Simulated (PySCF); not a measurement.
# Excited-state calculation of Si₂P₂NH₉

System: Si₂P₂NH₉, SMILES [SiH3]N[SiH](P)P.
Method: TDDFT B97-D/6-311+G(2d,p), vertical, gas phase, core orbitals frozen in the response (PySCF 2.14.0).

The run did not end well. The geometry comes from this level: GFN2-xTB.

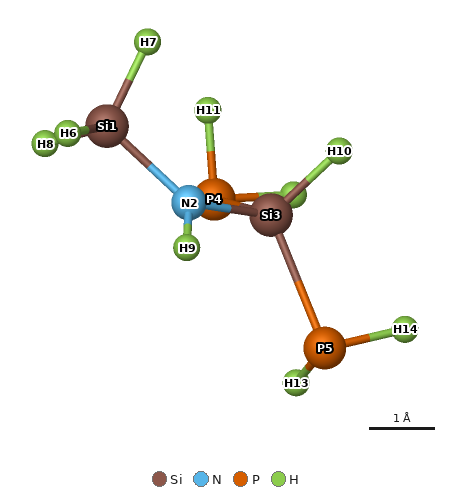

The structure (ball-and-stick view, seen at a tilt; atoms are numbered from 1 in the order of the input).

## The input
```
{"job": {"kind": "uv", "xc": "B97-D", "basis": "6-311+G(2d,p)", "nstates": 6, "ntriplets": 5, "tda": false, "scf": {"max_cycle": 8}}, "charge": 0, "multiplicity": 1}
Si    -2.382630     0.240132     0.172167
N     -0.966120    -0.590432     0.735191
Si     0.668819    -0.034862     0.745334
P      1.078701     0.975042    -1.227373
P      1.921823    -1.876814     1.073725
H     -3.507097    -0.555826     0.655280
H     -2.353121     1.582768     0.754921
H     -2.364967     0.338060    -1.289178
H     -1.103368    -1.536061     1.051472
H      0.856905     0.872666     1.894547
H      0.383213     2.125579    -0.902225
H      2.288731     1.522383    -0.830995
H      2.489228    -1.876941    -0.186844
H      2.989207    -1.186166     1.611838
```

The first line tells a small driver script what to run in PySCF; the rest is the geometry in Å.

Run on 1 CPU thread, shared host.

Command:
```bash
OMP_NUM_THREADS=1 python <driver script> task.json out
```

## Log
```
final grid: 107048 points
cycle   1  E = -1321.8205718167  dE =  1.271e-01  |g| = 6.116e-01  |ddm| = 3.018e+00
cycle   2  E = -1321.5754809525  dE =  2.451e-01  |g| = 1.168e+00  |ddm| = 1.811e+00
cycle   3  E = -1321.8927974549  dE = -3.173e-01  |g| = 1.616e-01  |ddm| = 1.628e+00
cycle   4  E = -1321.8995322930  dE = -6.735e-03  |g| = 6.251e-02  |ddm| = 3.132e-01
cycle   5  E = -1321.9005374139  dE = -1.005e-03  |g| = 1.718e-02  |ddm| = 1.149e-01
cycle   6  E = -1321.9006287362  dE = -9.132e-05  |g| = 6.936e-03  |ddm| = 3.511e-02
cycle   7  E = -1321.9006446489  dE = -1.591e-05  |g| = 1.044e-03  |ddm| = 1.051e-02
cycle   8  E = -1321.9006450159  dE = -3.669e-07  |g| = 3.244e-04  |ddm| = 2.435e-03
SCF not converged, last energy = -1321.9006450159
```

## What the run reported

```json
{"quantity": "outcome", "value": "not converged"}
{"quantity": "total energy", "value": "−1321.900645 hartree"}
{"quantity": "HOMO", "value": "−5.96 eV"}
{"quantity": "LUMO", "value": "−1.17 eV"}
{"quantity": "dipole moment", "value": "0.40 D"}
{"quantity": "wall time", "value": "32 s"}
{"quantity": "peak memory", "value": "0.69 GiB"}
```

## Diagnosis

Some settings of this run were drawn to be unusual or wrong. The run did not converge. At least one of its steps failed, so the values that rest on that step are not results.
